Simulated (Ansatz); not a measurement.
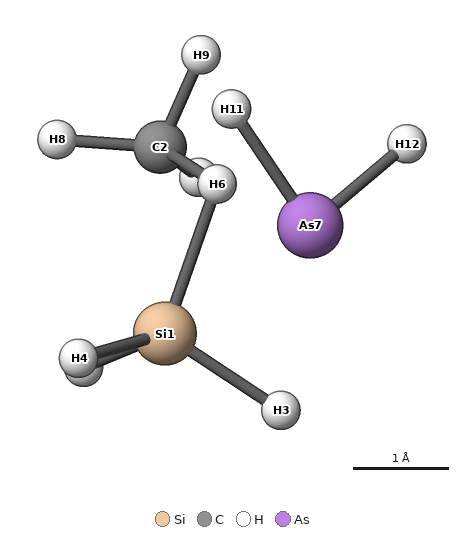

The structure as given in the input (ball-and-stick view, seen at a tilt; atoms are numbered from 1 in the order of the input).

## Run report: CH9AsSi, single-point calculation

System: CH9AsSi.
Method: RKS PBE0-D4/def2-TZVPP (Ansatz 0.2.0).

The geometry is a transition state. The reaction was set up to form Si1–As7 and C2–H6 and to break Si1–C2 and H6–As7 (atoms counted from 1 in the order of the input); sticks are drawn by distance alone. The geometry comes from this level: PBE0-D4/def2-TZVP.

## Input
```yaml
crystal:
  periodic: [false, false, false]
  atoms:
    - {symbol: Si, position_ang: [-1.238305, -0.087564, -0.093059]}
    - {symbol: C, position_ang: [0.435723, 1.237821, 0.234697]}
    - {symbol: H, position_ang: [-1.542680, -0.447040, -1.496784]}
    - {symbol: H, position_ang: [-1.683232, -0.931575, 1.040181]}
    - {symbol: H, position_ang: [-2.031933, 1.183255, 0.107605]}
    - {symbol: H, position_ang: [0.441471, -0.068152, -0.000463]}
    - {symbol: As, position_ang: [0.626839, -2.099241, -0.346241]}
    - {symbol: H, position_ang: [0.095514, 1.596471, 1.204981]}
    - {symbol: H, position_ang: [1.522334, 1.099808, 0.261833]}
    - {symbol: H, position_ang: [0.181796, 1.923637, -0.572745]}
    - {symbol: H, position_ang: [1.483014, -1.905723, 0.904363]}
    - {symbol: H, position_ang: [1.709658, -1.501697, -1.244267]}
basis:
  gaussian: {orbitals: def2-TZVPP}
hamiltonian: {xc: pbe0, dispersion: d4}
output: {orbitals: {seedname: orbitals}}
```

Run as:
```bash
ansatz run in.yaml --threads 4 --pin off --events-out ev --progress --plain --max-ram 9574MiB
```

## The program's output
```
Functional definition: PBE0
  name "PBE0"
  cite "Adamo & Barone, J. Chem. Phys. 110, 6158 (1999) doi:10.1063/1.478522"
  cite "Perdew, Burke & Ernzerhof, Phys. Rev. Lett. 77, 3865 (1996) doi:10.1103/PhysRevLett.77.3865"
  parent pbe
  parameter a = 0.25
  parameter kappa = 0.804
  parameter beta = 0.06672455060314922
  exchange = (1 - a)*pbe_x(kappa = kappa, mu = beta*pi^2/3) + a*exact_x
  correlation = pbe_c(beta = beta)
1425 factors; their error is unknown
mean field evaluation 1: about -69882.8623 eV, gradient 4.6e1 eV
mean field evaluation 2: about -69879.2008 eV, gradient 5.5e1 eV
mean field evaluation 4: about -69887.7258 eV, gradient 3.7e0 eV
mean field evaluation 8: about -69888.0140 eV, gradient 8.0e-2 eV
mean field -69888.01398505 eV, -2568.3371421531 hartree, gradient 6.1e-5 eV, S^2 0.000000; 0 other end points of the search recorded, 0 dependent functions left out
reference -69888.01401805 eV, -2568.3371433661 hartree; 31, 31 occupied and 216, 216 virtual orbitals, 1425 factors
Total energy: -69888.22648260 eV, -2568.3449512943 hartree
```

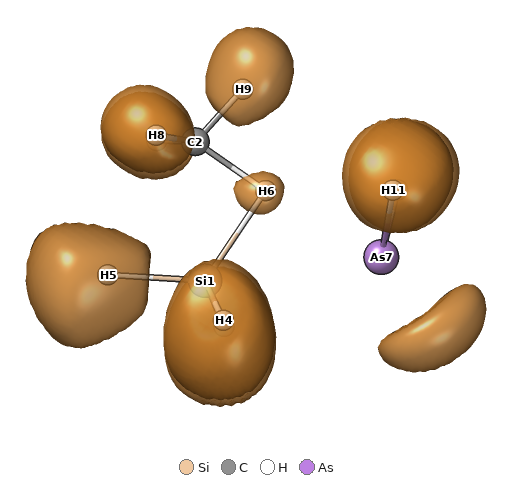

Isosurface of the ELF at 0.9 (orange), seen face on. Only the valence region is drawn (cores and ρ < 0.01 e/Å³ removed). Profiles from the grid: Si1···As7 (2.75 Å): the ELF peaks at about 0.85 between the atoms.

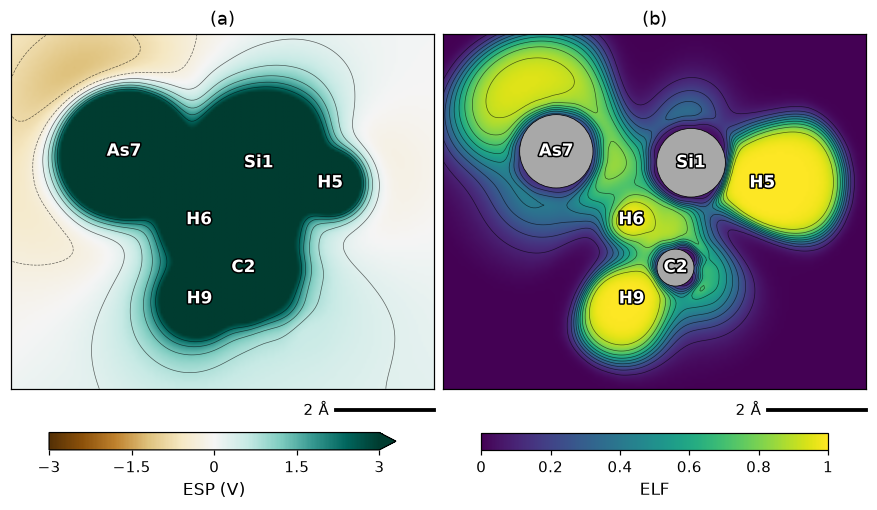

(a) electrostatic potential; (b) ELF on the plane of atoms H6, C2 and H9. Grey discs, where drawn, cover atomic cores. Si1···As7 (2.75 Å): the ELF peaks at about 0.85 between the atoms.

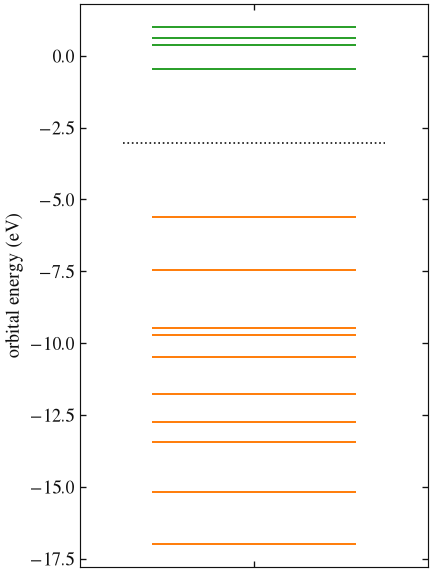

Orbital energies near the frontier; the dotted line parts filled from empty levels, and levels within 0.02 eV of each other stand side by side. Highest filled −5.62 eV, lowest empty −0.47 eV, 5.15 eV apart.

## Results in brief

```json
{"quantity": "outcome", "value": "converged"}
{"quantity": "total energy", "value": "−69888.2265 eV"}
{"quantity": "mean-field energy", "value": "−69888.0140 eV"}
{"quantity": "dispersion energy", "value": "−0.2125 eV"}
{"quantity": "SCF solution under orbital rotations", "value": "stable"}
{"quantity": "HOMO", "value": "−5.62 eV"}
{"quantity": "LUMO", "value": "−0.47 eV"}
{"quantity": "hardware", "value": "4 threads of Intel Xeon @ 2.50GHz, 180 GiB of memory available, shared host"}
{"quantity": "wall time", "value": "5.5 s (CPU time 18 s)"}
{"quantity": "peak memory", "value": "0.66 GiB"}
```
